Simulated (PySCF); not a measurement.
In(OH)(OMe)(OEt), SMILES CC[O][In]([OH])[O]C at its GFN2-xTB optimised geometry (Å):

```
16

In    -0.9474     0.0322     0.0000
O     -1.9342     1.7346     0.0000
H     -1.3636     2.5013     0.0249
O     -2.0530    -1.6347    -0.0472
C     -3.4465    -1.5141     0.0716
H     -3.8667    -0.7832    -0.6264
H     -3.8521    -2.5013    -0.1716
H     -3.7504    -1.2471     1.0892
O      1.0574     0.0322     0.0000
C      1.7828     1.2296    -0.0716
C      3.2651     0.8656    -0.0102
H      1.5805     1.7653    -1.0121
H      1.5414     1.8977     0.7699
H      3.5143     0.2085    -0.8386
H      3.8667     1.7691    -0.0675
H      3.4761     0.3455     0.9200
```

Computed with B3LYP/def2-TZVP, def2 effective core potentials past Kr run with PySCF 2.14.0. The core electrons that the potentials of In replace are not part of the density. Cells within 0.4 Å of a nucleus heavier than hydrogen are left out (blank, or x).

Map of the LUMO amplitude (bohr^(-3/2)) on the plane z = 0.0 Å; orbital energy -2.28 eV, overall sign arbitrary:

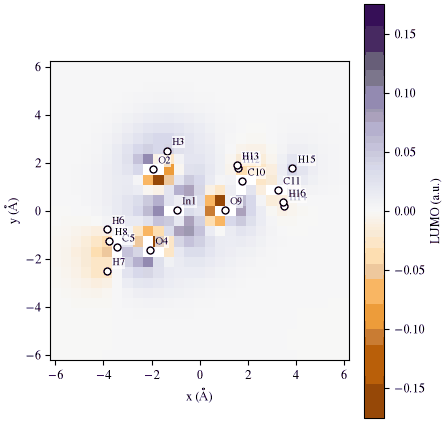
Figure: LUMO amplitude (bohr^(-3/2)) on the plane z = 0.0 Å.
